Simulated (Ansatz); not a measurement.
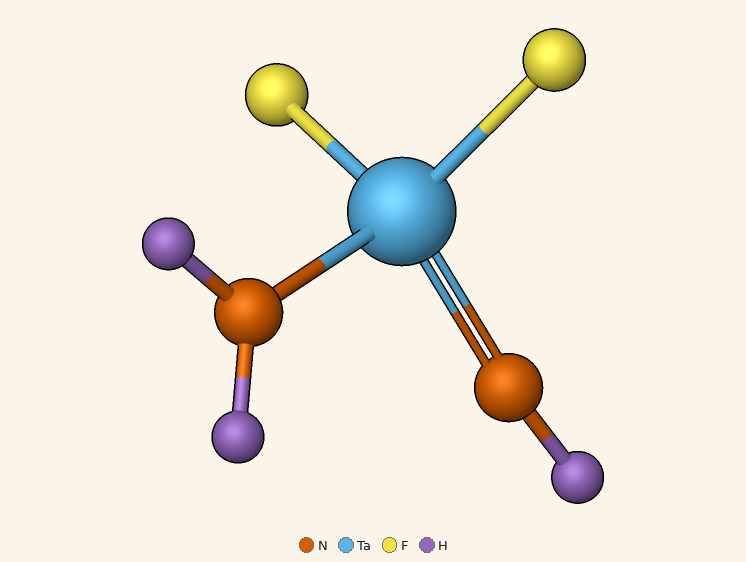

Charge 0, singlet. Harmonic vibrations computed with RKS PBE0-D4/def2-TZVP, core potentials on Ta (Ansatz 0.2.0) at a stationary point of the same level.

**Minimum or transition state?**

A minimum: no imaginary frequency, and the lowest mode lies at 171 cm⁻¹.

**List the wavenumbers.**

18 modes: 171, 178, 190, 220, 244, 408, 488, 514, 584, 620, 658, 667, 705, 1014, 1553, 3571, 3679, 3691 cm⁻¹.
